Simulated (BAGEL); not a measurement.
# PBE0/aug-cc-pVDZ (density fitting with qzvpp-jkfit) run of GaHBrCl (SMILES [Cl][GaH][Br])

What is the energy change on altering one bond length of GaHBrCl at PBE0/aug-cc-pVDZ (density fitting with qzvpp-jkfit)? 

The calculation is run with BAGEL 1.2.2.

8 further runs of the same task are left out: 4 that didn't finish, 4 set aside as unsound or not needed. Runs told in other sessions of the task aren't counted.

### 1 The molecule

GaHBrCl has 4 atoms, charge 0, and is taken as a singlet. As SMILES, `[Cl][GaH][Br]`. Geometry: relaxed at PBE0-D4/def2-TZVP.

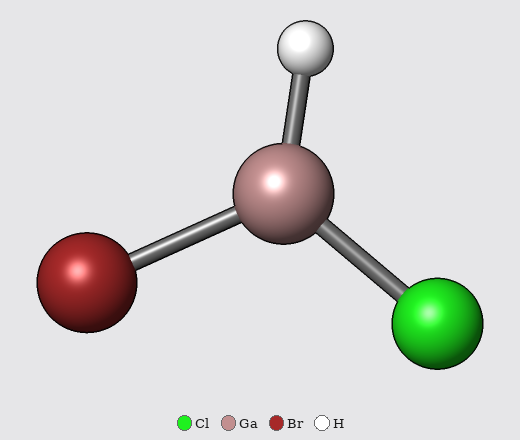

The structure, seen from a chosen angle (chlorine green, gallium pink, bromine red, hydrogen white).

### 2 A single-point energy at PBE0/aug-cc-pVDZ (density fitting with qzvpp-jkfit)

The input, input.json:

```json
{ "bagel": [

{
  "title": "molecule",
  "basis": "aug-cc-pvdz.json",
  "df_basis": "qzvpp-jkfit",
  "angstrom": "true",
  "geometry": [
    { "atom": "Cl", "xyz": [      -1.970500,      -0.096100,      -0.528400 ] },
    { "atom": "Ga", "xyz": [       0.088800,       0.166300,      -0.052400 ] },
    { "atom": "Br", "xyz": [       1.109200,      -1.623600,       0.905300 ] },
    { "atom": "H", "xyz": [       0.828100,       1.493000,      -0.344800 ] }
  ]
},

{
  "title": "ks",
  "xc_func": "pbe0"
},

{
  "title": "print",
  "file": "orbitals.molden",
  "orbitals": "true"
}

]}
```

The basis set aug-cc-pVDZ is read from a file made from the Basis Set Exchange's data (not shown).

Run with:

```bash
$ BAGEL_NUM_THREADS=1 BAGEL input.json > input.out
```

The log of the run:

```text
* using 1 threads per process

  ===============================================================
  ===============================================================

  *** Geometry ***

  { "atom" : "Cl", "xyz" : [     -3.723705,     -0.181603,     -0.998531 ] },
  { "atom" : "Ga", "xyz" : [      0.167808,      0.314261,     -0.099022 ] },
  { "atom" : "Br", "xyz" : [      2.096084,     -3.068159,      1.710769 ] },
  { "atom" : "H", "xyz" : [      1.564882,      2.821361,     -0.651578 ] },

  Number of auxiliary basis functions:      678

  Since a DF basis is specified, we compute 2- and 3-index integrals:
    o Being stored without compression. Storage requirement is 0.063 GB

  Number of basis functions:      108
  Number of electrons      :       84

    * METHOD: MOLECULE                             0.61

  *** Kohn-Sham DFT ***

    * Removing 5963 points whose weight is below 1.00e-10
    * Grid points: 53661

  === Nuclear Repulsion ===
   487.0716172527

       - DIIS with orbital gradients will be used.

  === KS iteration (pbe0 / aug-cc-pvdz.json) ===
      0      -4934.57575047          0.07999492           0.47
      1      -4681.02445952          0.21152089           0.48
      2      -4739.43668598          0.06870500           0.49
      3      -4656.90147945          0.20088830           0.49
      4      -4737.42774327          0.13690622           0.49
      5      -4728.35639036          0.18103573           0.49
      6      -4728.32463949          0.18136864           0.48
      7      -4658.94352146          0.23571765           0.48
      8      -4648.83331392          0.19719639           0.48
      9      -4920.34435101          0.07758601           0.48
     10      -4933.28735196          0.09624447           0.48
     11      -4945.82409592          0.09073588           0.48
     12      -4947.99629815          0.11209365           0.48
     13      -4937.04893777          0.10485471           0.47
     14      -4950.41162857          0.08729385           0.48
     15      -4859.26926947          0.16800180           0.48
     16      -4947.36544222          0.08563321           0.48
     17      -4957.33306170          0.04746809           0.47
     18      -4959.00916955          0.01149261           0.48
     19      -4959.10997959          0.00802730           0.48
     20      -4959.16307114          0.00099747           0.47
     21      -4959.16431597          0.00035205           0.48
     22      -4959.16446505          0.00004766           0.47
     23      -4959.16446784          0.00001140           0.48
     24      -4959.16446800          0.00000274           0.48
     25      -4959.16446801          0.00000059           0.48
     26      -4959.16446801          0.00000019           0.49
     27      -4959.16446801          0.00000011           0.48
     28      -4959.16446801          0.00000002           0.48
     29      -4959.16446801          0.00000001           0.49
    * SCF iteration converged.

    * Permanent dipole moment:
           (   -0.371716,    -0.510912,     0.088384) a.u.

    * METHOD: KS                                  14.74

    * METHOD: PRINT                                0.03

  ===============================================================
```

It took 16 s on 1 thread of Arm Neoverse V1, shared host; peak memory 0.4 GiB.

### 3 The distorted shape at the same level

The input, job.json:

```json
{ "bagel": [

{
  "title": "molecule",
  "basis": "aug-cc-pvdz.json",
  "df_basis": "qzvpp-jkfit",
  "angstrom": true,
  "geometry": [
    { "atom": "Cl", "xyz": [   -3.000117,   -0.227296,   -0.766392 ] },
    { "atom": "Ga", "xyz": [    0.088800,    0.166300,   -0.052400 ] },
    { "atom": "Br", "xyz": [    1.109200,   -1.623600,    0.905300 ] },
    { "atom": "H", "xyz": [    0.828100,    1.493000,   -0.344800 ] }
  ]
},
{
  "title": "ks",
  "xc_func": "pbe0"
},
{
  "title": "print",
  "file": "orbitals.molden",
  "orbitals": true
}

]}
```

The basis set aug-cc-pVDZ is read from a file made from the Basis Set Exchange's data (not shown).

Run with:

```bash
$ BAGEL_NUM_THREADS=1 BAGEL job.json > job.out
```

The log of the run:

```text
* using 1 threads per process

  ===============================================================
  ===============================================================

  *** Geometry ***

  { "atom" : "Cl", "xyz" : [     -5.669399,     -0.429527,     -1.448271 ] },
  { "atom" : "Ga", "xyz" : [      0.167808,      0.314261,     -0.099022 ] },
  { "atom" : "Br", "xyz" : [      2.096084,     -3.068159,      1.710769 ] },
  { "atom" : "H", "xyz" : [      1.564882,      2.821361,     -0.651578 ] },

  Number of auxiliary basis functions:      678

  Since a DF basis is specified, we compute 2- and 3-index integrals:
    o Being stored without compression. Storage requirement is 0.063 GB

  Number of basis functions:      108
  Number of electrons      :       84

    * METHOD: MOLECULE                             0.62

  *** Kohn-Sham DFT ***

    * Removing 5229 points whose weight is below 1.00e-10
    * Grid points: 54395

  === Nuclear Repulsion ===
   425.9339904014

       - DIIS with orbital gradients will be used.

  === KS iteration (pbe0 / aug-cc-pvdz.json) ===
      0      -4916.82575916          0.09104398           0.49
      1      -4606.63996991          0.18225255           0.49
      2      -4735.59291584          0.05648327           0.49
      3      -4600.12279449          0.14302702           0.49
      4      -4605.40623595          0.14672029           0.49
      5      -4694.96983093          0.16521744           0.49
      6      -4729.36512767          0.11321726           0.49
      7      -4604.04884104          0.12870200           0.49
      8      -4728.33018910          0.05048039           0.49
      9      -4730.53372675          0.11649564           0.49
     10      -4730.51757838          0.11651415           0.49
     11      -4730.11961032          0.11467931           0.49
     12      -4730.74386042          0.11684093           0.49
     13      -4603.25200335          0.13614326           0.49
     14      -4727.24792986          0.05730980           0.49
     15      -4737.80205133          0.12245271           0.49
     16      -4738.42483789          0.12092752           0.49
     17      -4902.82333297          0.05263548           0.50
     18      -4937.37127988          0.09408058           0.52
     19      -4950.54406050          0.06119415           0.52
     20      -4901.91981678          0.13030467           0.52
     21      -4922.71395114          0.08608507           0.51
     22      -4934.36434491          0.09133099           0.52
     23      -4955.44075739          0.03641229           0.52
     24      -4953.94712103          0.06729923           0.53
     25      -4954.27968552          0.06176201           0.53
     26      -4956.30107522          0.05604043           0.53
     27      -4958.55468794          0.02272186           0.53
     28      -4958.71086891          0.01778929           0.53
     29      -4958.80844643          0.01258985           0.53
     30      -4959.05978329          0.00312381           0.53
     31      -4959.07287501          0.00068708           0.53
     32      -4959.07329946          0.00020885           0.53
     33      -4959.07333205          0.00008257           0.53
     34      -4959.07334172          0.00003644           0.54
     35      -4959.07334358          0.00000407           0.51
     36      -4959.07334361          0.00000162           0.51
     37      -4959.07334362          0.00000062           0.52
     38      -4959.07334362          0.00000043           0.52
     39      -4959.07334362          0.00000023           0.53
     40      -4959.07334362          0.00000002           0.54
     41      -4959.07334362          0.00000002           0.53
     42      -4959.07334362          0.00000001           0.53
    * SCF iteration converged.

    * Permanent dipole moment:
           (   -2.326093,    -0.554155,    -0.440745) a.u.

    * METHOD: KS                                  22.24

    * METHOD: PRINT                                0.03

  ===============================================================
```

Run time: 23 s. Hardware: 1 thread of Arm Neoverse V1, shared host; peak memory 0.4 GiB.

### 4 Summary of results

At PBE0/aug-cc-pVDZ (density fitting with qzvpp-jkfit):

```
                                                           quantity           value
                                          first shape: total energy  -4959.16447 Eh
                                         first shape: dipole moment          1.62 D
                                           first shape: HOMO energy        -8.67 eV
                                           first shape: LUMO energy        -1.88 eV
                                         first shape: HOMO–LUMO gap         6.79 eV
                                      distorted shape: total energy  -4959.07334 Eh
                                     distorted shape: dipole moment          6.18 D
                                       distorted shape: HOMO energy        -7.51 eV
                                       distorted shape: LUMO energy        -4.22 eV
                                     distorted shape: HOMO–LUMO gap         3.29 eV
energy change with the Cl1–Ga2 bond stretched from 2.130 to 3.195 Å        2.480 eV
```

**Reading.** With the Cl1–Ga2 bond stretched from 2.130 to 3.195 Å the energy rises by 2.48 eV (57 kcal/mol). The first shape isn't relaxed at this level, so the change isn't measured from a minimum.
